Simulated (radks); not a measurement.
The Pt²⁺ ion in the configuration [Xe] 4f14 5d8. It is put inside a hard spherical wall of varying radius. All numbers are computed, not measured: scalar-relativistic Kohn-Sham, PBEsol, spin-unpolarised, spherical densities, finite nucleus (the in-house radial solver radks). Wanted, and plotted below: the outer orbital energies, on a scale that is linear within ±10 eV and logarithmic beyond.

The levels rise as the wall closes in: 5d goes from −25.9 eV at 20 bohr to 109.8 eV at 1.5 bohr and passes zero between 2.5 and 2 bohr. No two of the levels drawn cross. The fastest to rise is 6p (by 377.3 eV), the slowest 5s (by 95.7 eV): the wall presses hardest on the most extended orbitals.

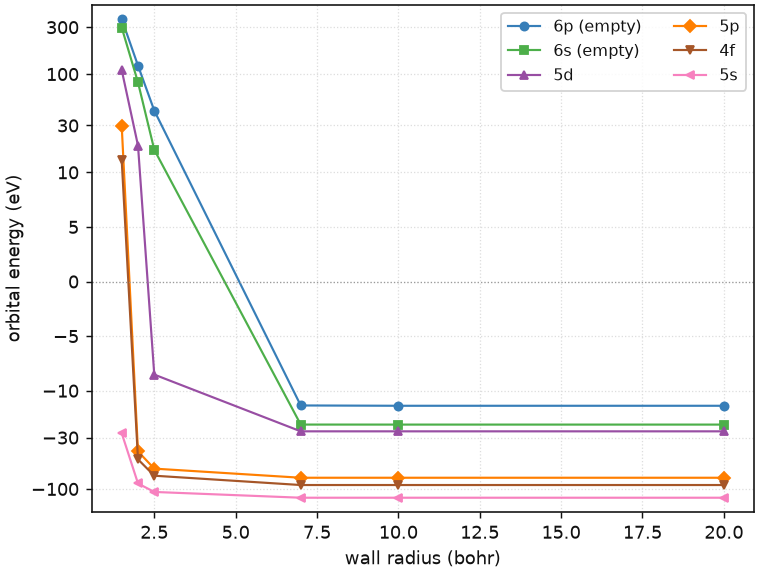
